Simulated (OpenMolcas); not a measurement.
SiCl3: single-point calculation (part 2 of 2)

The same run, continued: SiCl3, multiplicity 4; BHLYP/aug-cc-pVDZ, UKS (OpenMolcas 26.06). The geometry is that of the parent species in another charge or spin state. The geometry comes from this level: PBE0-D4/def2-TZVP.

Geometry of the input (Å):
```
Cl -1.5248  -0.5916  1.0301
Si 0.1161  0.3894  0.3106
Cl 1.6947  -0.9038  0.2190
Cl -0.2860  1.1059  -1.5597
```

## Log, continued
```
  58  -669.922597297 -2003.360933953  1010.910849624  -4.09E-12    9.61E-06    2.99E-07*    3.68E-05   2.80E+02   QNRc2DIIS    2.
  59  -669.922597297 -2003.360940991  1010.910856662  -5.00E-12    3.88E-05*   3.11E-07*    1.83E-05   2.80E+02   QNRc2DIIS    2.
  60  -669.922597297 -2003.360929074  1010.910844744   9.09E-13*   1.48E-05*   2.29E-07*    7.79E-05   2.80E+02   QNRc2DIIS    2.
  61  -669.922597297 -2003.360927754  1010.910843424   5.00E-12*   3.09E-06    3.63E-07*    2.58E-05   2.80E+02   QNRc2DIIS    2.
  62  -669.922597297 -2003.360927150  1010.910842820   0.00E+00    1.85E-05*   3.46E-07*    6.68E-06   2.80E+02   QNRc2DIIS    2.
  63  -669.922597297 -2003.360933391  1010.910849062  -4.55E-12    2.48E-06    3.68E-07*    3.89E-05   2.80E+02   QNRc2DIIS    2.
  64  -669.922597297 -2003.360933175  1010.910848845   0.00E+00    8.34E-06    3.61E-07*    5.53E-06   2.80E+02   QNRc2DIIS    2.
  65  -669.922597297 -2003.360932419  1010.910848089   6.37E-12*   8.87E-06    3.44E-07*    1.85E-05   2.80E+02   QNRc2DIIS    2.
  66  -669.922597297 -2003.360928447  1010.910844118  -3.18E-12    8.81E-06    2.24E-07*    1.38E-05   2.80E+02   QNRc2DIIS    2.
  67  -669.922597297 -2003.360927785  1010.910843456  -5.91E-12    4.75E-06    5.50E-07*    2.63E-05   2.80E+02   QNRc2DIIS    2.
  68  -669.922597297 -2003.360929643  1010.910845313   3.64E-12*   1.50E-06    4.04E-07*    1.27E-05   2.80E+02   QNRc2DIIS    2.
  69  -669.922597297 -2003.360929525  1010.910845196  -1.82E-12    4.04E-06    4.12E-07*    2.95E-06   2.80E+02   QNRc2DIIS    2.
  70  -669.922597297 -2003.360928929  1010.910844600  -4.55E-13    5.97E-06    4.08E-07*    8.41E-06   2.80E+02   QNRc2DIIS    2.
  71  -669.922597297 -2003.360930785  1010.910846456  -4.09E-12    8.15E-06    4.35E-07*    1.28E-05   2.80E+02   QNRc2DIIS    2.
  72  -669.922597297 -2003.360930009  1010.910845680   1.36E-12*   5.73E-06    2.78E-07*    1.15E-05   2.80E+02   QNRc2DIIS    2.
  73  -669.922597297 -2003.360929338  1010.910845008  -9.09E-13    2.93E-07    4.61E-07*    1.48E-05   2.80E+02   QNRc2DIIS    2.
  74  -669.922597297 -2003.360929355  1010.910845025  -9.09E-13    1.13E-06    4.37E-07*    7.88E-07   2.80E+02   QNRc2DIIS    2.
  75  -669.922597297 -2003.360929504  1010.910845174  -2.27E-12    7.83E-07    4.37E-07*    2.68E-06   2.80E+02   QNRc2DIIS    2.
  76  -669.922597297 -2003.360929485  1010.910845155   2.73E-12*   1.55E-06    4.55E-07*    1.94E-06   2.80E+02   QNRc2DIIS    2.
  77  -669.922597297 -2003.360929709  1010.910845380  -1.82E-12    7.06E-06    4.69E-07*    3.71E-06   2.80E+02   QNRc2DIIS    2.
  78  -669.922597297 -2003.360929961  1010.910845632   9.09E-13*   5.86E-06    2.59E-07*    1.04E-05   2.80E+02   QNRc2DIIS    2.
  79  -669.922597297 -2003.360929705  1010.910845376  -7.73E-12    6.81E-07    5.02E-07*    1.56E-05   2.80E+02   QNRc2DIIS    2.
  80  -669.922597297 -2003.360929688  1010.910845359   1.82E-12*   7.73E-07    5.11E-07*    1.62E-06   2.80E+02   QNRc2DIIS    2.
  81  -669.922597297 -2003.360929678  1010.910845349  -9.09E-13    8.45E-05*   5.14E-07*    1.76E-06   2.80E+02   QNRc2DIIS    2.
  82  -669.922597297 -2003.360928332  1010.910844003   2.18E-11*   2.23E-06    7.58E-08     1.93E-04   2.80E+02   QNRc2DIIS    2.
  83  -669.922597297 -2003.360930787  1010.910846457  -3.18E-12    1.67E-06    6.09E-08     5.05E-06   2.80E+02   QNRc2DIIS    2.

       Convergence after  83 Iterations
--

 *****************************************************************************************************************************
 *                                             SCF/KS-DFT Program, Final results                                             *
 *                                                       Final Results                                                       *
 *****************************************************************************************************************************

::    Total KS-DFT energy                           -1669.9225972973
      One-electron energy                           -3003.3609307865
      Two-electron energy                            1010.9108464571
      Nuclear repulsion energy                        322.5274870321
      Kinetic energy (interpolated)                  1667.6611020733
      Virial theorem                                    1.0013560880
      Total spin, S(S+1)                                3.7667773711
      Total spin, S                                     1.5041899539
      Max non-diagonal density matrix element           0.0000011922
      Max non-diagonal Fock matrix element              0.0000000607

      All orbitals with orbital energies smaller than  E(LUMO)+0.5 are printed

++    Molecular orbitals:
      -------------------

      Title: UKS-DFT orbitals (alpha)

      Molecular orbitals for symmetry species 1: a

          Orbital            1         2         3         4         5         6         7         8         9        10
          Energy         -102.8619 -102.8617 -102.8615  -67.2273   -9.9394   -9.9393   -9.9391   -7.5908   -7.5907   -7.5905
          Occ. No.          1.0000    1.0000    1.0000    1.0000    1.0000    1.0000    1.0000    1.0000    1.0000    1.0000

          Orbital           11        12        13        14        15        16        17        18        19        20
          Energy           -7.5874   -7.5873   -7.5871   -7.5817   -7.5816   -7.5814   -5.6850   -3.9461   -3.9447   -3.9447
          Occ. No.          1.0000    1.0000    1.0000    1.0000    1.0000    1.0000    1.0000    1.0000    1.0000    1.0000

          Orbital           21        22        23        24        25        26        27        28        29        30
          Energy           -1.0223   -0.9904   -0.9903   -0.6399   -0.5242   -0.5241   -0.4818   -0.4685   -0.4683   -0.4412
          Occ. No.          1.0000    1.0000    1.0000    1.0000    1.0000    1.0000    1.0000    1.0000    1.0000    1.0000

          Orbital           31        32        33        34        35        36        37        38        39        40
          Energy           -0.4334   -0.4332   -0.3080   -0.1027    0.0143    0.0144    0.0194    0.0364    0.0563    0.0564
          Occ. No.          1.0000    1.0000    1.0000    1.0000    0.0000    0.0000    0.0000    0.0000    0.0000    0.0000

          Orbital           41        42        43        44        45        46        47        48        49        50
          Energy            0.0818    0.0818    0.0993    0.0993    0.1052    0.1210    0.1338    0.1473    0.1473    0.1686
          Occ. No.          0.0000    0.0000    0.0000    0.0000    0.0000    0.0000    0.0000    0.0000    0.0000    0.0000

          Orbital           51        52        53        54        55        56        57        58        59        60
          Energy            0.1920    0.1920    0.1934    0.1934    0.2149    0.2464    0.2464    0.3438    0.3468    0.3468
          Occ. No.          0.0000    0.0000    0.0000    0.0000    0.0000    0.0000    0.0000    0.0000    0.0000    0.0000

          Orbital           61        62        63        64        65        66        67        68        69        70
          Energy            0.3634    0.3743    0.3744    0.3789    0.4166    0.4166    0.4432    0.4432    0.4707    0.4960
          Occ. No.          0.0000    0.0000    0.0000    0.0000    0.0000    0.0000    0.0000    0.0000    0.0000    0.0000

          Orbital           71        72
          Energy            0.5119    0.5119
          Occ. No.          0.0000    0.0000

--

      All orbitals with orbital energies smaller than  E(LUMO)+0.5 are printed

++    Molecular orbitals:
      -------------------

      Title: UKS-DFT orbitals (beta)

      Molecular orbitals for symmetry species 1: a

          Orbital            1         2         3         4         5         6         7         8         9        10
          Energy         -102.8560 -102.8559 -102.8557  -67.2182   -9.9334   -9.9333   -9.9331   -7.5799   -7.5798   -7.5796
          Occ. No.          1.0000    1.0000    1.0000    1.0000    1.0000    1.0000    1.0000    1.0000    1.0000    1.0000

          Orbital           11        12        13        14        15        16        17        18        19        20
          Energy           -7.5768   -7.5767   -7.5766   -7.5765   -7.5765   -7.5763   -5.6711   -3.9387   -3.9387   -3.9246
          Occ. No.          1.0000    1.0000    1.0000    1.0000    1.0000    1.0000    1.0000    1.0000    1.0000    1.0000

          Orbital           21        22        23        24        25        26        27        28        29        30
          Energy           -0.9813   -0.9471   -0.9470   -0.5877   -0.4905   -0.4904   -0.4508   -0.4181   -0.4179   -0.3871
          Occ. No.          1.0000    1.0000    1.0000    1.0000    1.0000    1.0000    1.0000    1.0000    1.0000    1.0000

          Orbital           31        32        33        34        35        36        37        38        39        40
          Energy           -0.3870   -0.2721   -0.1031    0.0211    0.0226    0.0226    0.0298    0.0682    0.0710    0.0710
          Occ. No.          1.0000    0.0000    0.0000    0.0000    0.0000    0.0000    0.0000    0.0000    0.0000    0.0000

          Orbital           41        42        43        44        45        46        47        48        49        50
          Energy            0.0835    0.0836    0.1024    0.1024    0.1209    0.1308    0.1355    0.1497    0.1497    0.1764
          Occ. No.          0.0000    0.0000    0.0000    0.0000    0.0000    0.0000    0.0000    0.0000    0.0000    0.0000

          Orbital           51        52        53        54        55
          Energy            0.1944    0.1944    0.2083    0.2083    0.2236
          Occ. No.          0.0000    0.0000    0.0000    0.0000    0.0000

--

++    Molecular charges:
      ------------------

      Mulliken charges per centre and basis function type
      ---------------------------------------------------

                            CL1                     SI2                     CL3                     CL4
                     alpha        beta       alpha        beta       alpha        beta       alpha        beta
      1s           2.9788      3.0171      2.9808      2.3057      2.9788      3.0171      2.9789      3.0171
      2px          1.8987      1.6944      1.2186      1.1985      1.9081      1.7999      1.9691      1.6280
      2pz          1.9603      1.8480      1.4782      1.1516      1.9715      1.7487      1.8705      1.7328
      2py          1.9405      1.7628      1.6499      1.1205      1.9199      1.7571      1.9597      1.9456
      3d2+         0.0097      0.0050      0.0340      0.0384      0.0174      0.0050      0.0068      0.0009
      3d1+         0.0246      0.0039      0.0326      0.0470      0.0068      0.0033      0.0040      0.0052
      3d0          0.0034      0.0028      0.0340      0.0393      0.0071      0.0023      0.0083      0.0074
      3d1-         0.0025      0.0025      0.0529      0.0277      0.0028      0.0025      0.0267      0.0050
      3d2-         0.0068      0.0056      0.0429      0.0431      0.0130      0.0067      0.0012      0.0012
      Total        8.8254      8.3421      7.5239      5.9719      8.8254      8.3426      8.8252      8.3434
      Total             17.1676                 13.4958                 17.1680                 17.1686

      Charge           -0.1676                  0.5042                 -0.1680                 -0.1686

      Total electronic charge=   65.000000

      Total            charge=   -0.000000
--

++    Molecular orbitals:
      -------------------

      Title: Natural orbitals

      Molecular orbitals for symmetry species 1: a

          Orbital            1         2         3         4         5         6         7         8         9        10
          Energy         -102.8589 -102.8587 -102.8584  -67.2226   -9.9099   -9.8764   -9.7955   -7.5728   -7.5725   -7.5568
          Occ. No.          2.0000    2.0000    2.0000    2.0000    2.0000    2.0000    2.0000    2.0000    2.0000    2.0000

          Orbital           11        12        13        14        15        16        17        18        19        20
          Energy           -7.5380   -7.5581   -7.6219   -7.4876   -7.4694   -7.5714   -4.1199   -4.1270   -4.0950   -5.6652
          Occ. No.          2.0000    2.0000    2.0000    2.0000    2.0000    2.0000    2.0000    2.0000    2.0000    2.0000

          Orbital           21        22        23        24        25        26        27        28        29        30
          Energy           -0.7381   -0.7367   -0.9490   -0.4421   -0.4423   -0.7081   -0.7087   -0.4708   -0.6597   -0.4427
          Occ. No.          1.9999    1.9999    1.9999    1.9998    1.9998    1.9996    1.9996    1.9994    1.9990    1.9973

          Orbital           31        32        33        34        35        36        37        38        39        40
          Energy           -0.4429   -0.0611   -0.2905   -0.2218    0.1951    0.1951    0.4711    0.4021    0.4069    0.4069
          Occ. No.          1.9973    1.0000    1.0000    1.0000    0.0027    0.0027    0.0010    0.0006    0.0004    0.0004

          Orbital           41        42        43        44        45        46        47        48        49        50
          Energy            0.3795    0.3795    0.6678    0.5338    0.5341    0.7082    0.6801    0.7300    0.7302    0.8270
          Occ. No.          0.0002    0.0002    0.0001    0.0001    0.0001    0.0000    0.0000    0.0000    0.0000    0.0000

          Orbital           51        52        53        54        55        56        57        58        59        60
          Energy            0.8881    0.8883    1.0943    1.0943    1.0136    0.9012    1.0604    1.0588    1.0492    1.0497
          Occ. No.          0.0000    0.0000    0.0000    0.0000    0.0000    0.0000    0.0000    0.0000    0.0000    0.0000

          Orbital           61        62        63        64        65        66        67        68        69        70
          Energy            1.0105    0.9585    0.9586    0.8615    0.4865    0.1633    0.2710    0.1927    0.3093    0.1876
          Occ. No.          0.0000    0.0000    0.0000    0.0000    0.0000    0.0000    0.0000    0.0000    0.0000    0.0000

          Orbital           71        72        73        74        75        76        77        78        79        80
          Energy            0.2292    0.9944    0.7822    0.4805    0.6138    0.8877    1.0433    0.7110    0.8996    0.2792
          Occ. No.          0.0000    0.0000    0.0000    0.0000    0.0000    0.0000    0.0000    0.0000    0.0000    0.0000

          Orbital           81        82        83        84        85        86        87        88        89        90
          Energy            0.8734    0.7958    0.5297    0.6813    0.3639    0.7396    0.8969    0.5176    1.1859    1.2194
          Occ. No.          0.0000    0.0000    0.0000    0.0000    0.0000    0.0000    0.0000    0.0000    0.0000    0.0000

--

++    Molecular properties:
      ---------------------

      Charge (e):
                      =   -0.0000
      Dipole Moment (debye):
      Origin of the operator (angstrom)=   -0.0061   -0.0205   -0.0163
                   X=  1.3015E-01               Y=  4.3896E-01               Z=  3.5714E-01           Total=  5.8066E-01
      Quadrupole Moment (debye*angstrom):
      Origin of the operator (angstrom)=   -0.0061   -0.0205   -0.0163
                  XX= -5.3270E+01              XY=  3.3765E-01              XZ=  2.6014E-01              YY= -5.2259E+01
                  YZ=  8.9668E-01              ZZ= -5.2668E+01
      In traceless form (debye*angstrom)
                  XX= -8.0576E-01              XY=  5.0647E-01              XZ=  3.9021E-01              YY=  7.0966E-01
                  YZ=  1.3450E+00              ZZ=  9.6102E-02
--

--- Stop Module: scf /rc=_RC_ALL_IS_WELL_ ---
--- Module scf spent 3 minutes 15 seconds ---

.##################.
.# Happy landing! #.
.##################.

    Timing: Wall=199.71 User=183.29 System=16.35
```

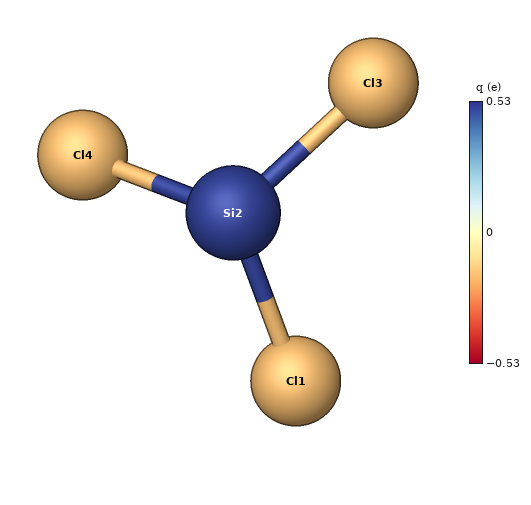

Figure 1. Mulliken charges, as the colour of each atom (ball-and-stick view, seen at a tilt; atoms are numbered from 1 in the order of the input). By element: Cl −0.17 and Si +0.50 e.

## Summary

```tsv
quantity	value
outcome	converged
total energy	−1669.922597 hartree
basis functions	108
⟨S²⟩	3.767
dipole moment	0.58 debye
hardware	1 thread of Arm Neoverse V2, 24 GiB of memory available, shared host
wall time	3.3 min
peak memory	0.63 GiB
```
